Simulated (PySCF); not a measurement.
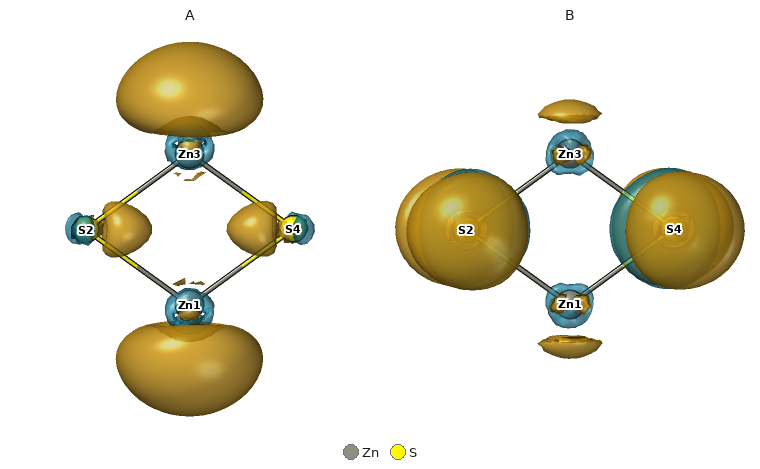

(ZnS)2 ring (S2Zn2). The two Fukui functions at ±0.015 e/Å³ (yellow positive, teal negative).

Level of theory: PBE0/def2-SVPD (PySCF), at a geometry from GFN2-xTB. This is a single-reference result, which may miss multireference character in this system. No frequency check shows the geometry to be a minimum. GFN2-xTB bond lengths at metals and heavier atoms can be off by up to 0.1 Å and shapes distorted, which carries into these values.

Coordinates in Å:

```
Zn1      0.0148    1.3358    0.0000
S2       1.8560   -0.0199    0.0000
Zn3     -0.0148   -1.3358    0.0000
S4      -1.8560    0.0199    0.0000
```

Which panel is f⁻ (electron removed) and which f⁺ (electron added)?

A is f⁺, B is f⁻. f⁻ (Hirshfeld-condensed) is largest on S2 and S4 (0.34 each); the vertical ionisation energy is 8.32 eV. f⁺ (Hirshfeld-condensed) is largest on Zn1 and Zn3 (0.36 each); the vertical electron affinity is 2.02 eV (the stability of the anion's solution wasn't checked).

What chemical potential and hardness follow from the two energies?

μ = −(I + A)/2 = −5.17 eV and η = I − A = 6.30 eV.

Cost of the run: 4.3 min on 1 thread of Arm Neoverse V1, with other jobs on the host, peak memory 0.61 GiB.
